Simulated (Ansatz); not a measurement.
# doublet SnH3 at 6 levels

Wanted: a comparison of 6 runs (U-r2SCAN/STO-3G, UB2PLYP/STO-3G, UBHLYP/STO-3G, UHSE06/STO-3G, UCCSDT(Q)/STO-3G, FCI/STO-3G) of doublet SnH3. 

The calculation is run with Ansatz 0.2.0.

1 further run of the same task is left out (set aside as unsound or not needed).

### 1 The structure to begin with

SnH3 has 4 atoms, charge 0, and is taken as a doublet. As SMILES of the parent species, `[H][Sn-]([H])[H]`. Geometry: a GFN2-xTB relaxation, a rough one for these elements and not checked as a minimum. That shape belongs to the parent species and isn't relaxed for this state.

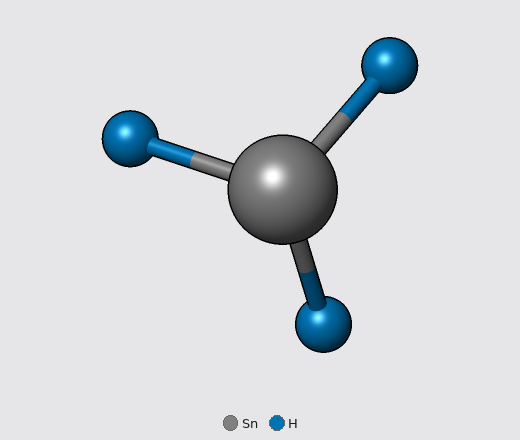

The structure, seen from a chosen angle (tin grey, hydrogen blue).

### 2 A single-point energy at U-r2SCAN/STO-3G (run 1)

input.yaml

```yaml
crystal:
  periodic: [false, false, false]
  atoms:
    - {symbol: Sn, position_ang: [-0.006380, 0.005730, 0.791670]}
    - {symbol: H, position_ang: [1.637790, -0.033600, -0.251650]}
    - {symbol: H, position_ang: [-0.786860, 1.432510, -0.280410]}
    - {symbol: H, position_ang: [-0.844540, -1.404640, -0.259610]}
basis:
  gaussian: {orbitals: STO-3G}
total_charge: 0
magnetization: {spin_polarized: true, initial_magnetization: 1}
hamiltonian: {xc: r2scan}
accuracy: high
```

On the command line:

```console
$ ansatz run input.yaml --threads 1 --pin off --max-ram 2610MiB --events-out events.jsonl --progress --plain --runs-dir runs
```

Standard output:

```text
Warning: RAYON_NUM_THREADS=1 ignored (pool sized by the plan → 1); use --threads N
Functional definition: r2SCAN
  name "r2SCAN"
  parameter k0 = 0.174
  parameter k1 = 0.065
  parameter a1 = 4.9479
  exchange = r2scan_x(k0 = k0, k1 = k1, a1 = a1)
  correlation = r2scan_c
519 factors; integrals over basis functions are off by at most 4.0e-9 eV
mean field evaluation 1: about -162374.1833 eV, gradient 8.7e0 eV
mean field evaluation 2: about -162373.7443 eV, gradient 1.1e1 eV
mean field evaluation 4: about -162375.0613 eV, gradient 1.9e-1 eV
mean field evaluation 8: about -162375.0111 eV, gradient 3.2e-3 eV
mean field evaluation 16: about -162375.0111 eV, gradient 2.2e-6 eV
mean field -162375.01114286 eV, -5967.1715977644 hartree, gradient 2.4e-8 eV, S^2 0.751279; 0 other end points of the search recorded, 0 dependent functions left out
reference -162375.01114376 eV, -5967.1715977976 hartree; 27, 26 occupied and 3, 4 virtual orbitals, 519 factors
Total energy: -162375.01114376 eV, -5967.1715977976 hartree
```

It took 2.5 s on 1 thread of AMD EPYC 9R45 (Zen 5), shared host; peak memory 0.23 GiB.

### 3 A single-point energy at UB2PLYP/STO-3G (run 2)

molecule.yaml

```yaml
crystal:
  periodic: [false, false, false]
  atoms:
    - {symbol: Sn, position_ang: [-0.006380, 0.005730, 0.791670]}
    - {symbol: H, position_ang: [1.637790, -0.033600, -0.251650]}
    - {symbol: H, position_ang: [-0.786860, 1.432510, -0.280410]}
    - {symbol: H, position_ang: [-0.844540, -1.404640, -0.259610]}
basis:
  gaussian: {orbitals: STO-3G}
magnetization: {spin_polarized: true, initial_magnetization: 1}
hamiltonian: {xc: {name: B2PLYP}}
correlation: {frozen_orbitals: {H: 0, Sn: 18}}
accuracy: high
```

On the command line:

```console
$ ansatz run molecule.yaml --threads 1 --pin off --max-ram 2610MiB --events-out events.jsonl --progress --plain --runs-dir runs
```

Standard output (excerpt; [...] marks lines left out):

```text
Warning: RAYON_NUM_THREADS=1 ignored (pool sized by the plan → 1); use --threads N
Functional definition: B2PLYP
  name "B2PLYP"
[...]
519 factors; integrals over basis functions are off by at most 4.0e-9 eV
[...]
mean field -162356.27234914 eV, -5966.4829597968 hartree, gradient 1.7e-8 eV, S^2 0.750458; 0 other end points of the search recorded, 0 dependent functions left out
18 core orbitals not correlated: weight in the atoms' cores, before any rotation towards them, 1.000 or more for the frozen orbitals, at most 0.000 for the correlated occupied ones
reference -162356.27236578 eV, -5966.4829604084 hartree; 9, 8 occupied and 3, 4 virtual orbitals, 519 factors
second order -1.62125893 eV of doubles, -0.00000000 eV of singles
Total energy: -162356.71010569 eV, -5966.4990470534 hartree
```

Run time: 1.1 s. Hardware: 1 thread of AMD EPYC 9R45 (Zen 5), shared host; peak memory 0.16 GiB.

Runs 3 to 5 aren't shown in full; the table further down has their settings and results.

### 4 A single-point energy at FCI/STO-3G (run 6)

run.yaml

```yaml
crystal:
  periodic: [false, false, false]
  atoms:
    - symbol: Sn
      position_ang: [-0.006380, 0.005730, 0.791670]
    - symbol: H
      position_ang: [1.637790, -0.033600, -0.251650]
    - symbol: H
      position_ang: [-0.786860, 1.432510, -0.280410]
    - symbol: H
      position_ang: [-0.844540, -1.404640, -0.259610]
basis:
  gaussian:
    orbitals: STO-3G
magnetization:
  spin_polarized: true
  initial_magnetization: 1
correlation:
  method: fci
  frozen_orbitals: {H: 0, Sn: 18}
accuracy: high
```

On the command line:

```console
$ ansatz run run.yaml --threads 1 --pin off --max-ram 2610MiB --events-out events.jsonl --progress --plain --runs-dir runs
```

Standard output:

```text
Warning: RAYON_NUM_THREADS=1 ignored (pool sized by the plan → 1); use --threads N
Functional definition: HF
  name "HF"
  exchange = exact_x
  correlation = 0
519 factors; integrals over basis functions are off by at most 4.0e-9 eV
mean field evaluation 1: about -162312.5943 eV, gradient 6.1e0 eV
mean field evaluation 2: about -162312.5907 eV, gradient 6.0e0 eV
mean field evaluation 4: about -162313.1975 eV, gradient 6.0e-1 eV
mean field evaluation 8: about -162313.2213 eV, gradient 4.7e-4 eV
mean field -162313.21947419 eV, -5964.9007958246 hartree, gradient 9.0e-8 eV, S^2 0.752159; 0 other end points of the search recorded, 0 dependent functions left out
mean field evaluation 16: about -162313.2319 eV, gradient 1.4e-1 eV
18 core orbitals not correlated: weight in the atoms' cores, before any rotation towards them, 1.000 or more for the frozen orbitals, at most 0.000 for the correlated occupied ones
reference -162313.21207868 eV, -5964.9005240450 hartree; 9, 8 occupied and 3, 4 virtual orbitals, 519 factors
state -162315.26345552 eV, -5964.9759107531 hartree
Total energy: -162315.26345552 eV, -5964.9759107531 hartree
```

Wall time 0.59 s (1 thread of AMD EPYC 9R45 (Zen 5), shared host).

### 5 All runs side by side

```tsv
run	level	frozen core orbitals	energy (Eh)	⟨S²⟩	wall time
1	U-r2SCAN/STO-3G	–	-5967.171598	0.751	2.5 s
2	UB2PLYP/STO-3G	18	-5966.499047	0.750	1.1 s
3	UBHLYP/STO-3G	–	-5967.161161	0.751	0.96 s
4	UHSE06/STO-3G	–	-5966.724048	0.750	1.2 s
5	UCCSDT(Q)/STO-3G	18	-5964.975922	0.752	0.84 s
6	FCI/STO-3G	18	-5964.975911	–	0.59 s
```

### 6 Summary of results

| quantity | value |
| --- | --- |
| run 6: total energy | -5964.97591 Eh |
| run 6: correlation energy (18 core orbitals frozen) | -75.4 mEh |

What this shows: Against full CI in this basis: UCCSDT(Q) -0.0 mEh. Totals of different functionals can't be ranked against each other. In runs 1, 2, 3, 4, 5, 6 the basis is minimal, so the values are rough. In runs 1, 2, 3, 4, 5, 6 relativity is left out where basis or elements ask for it. All runs together took 7.2 s, the longest 2.5 s.
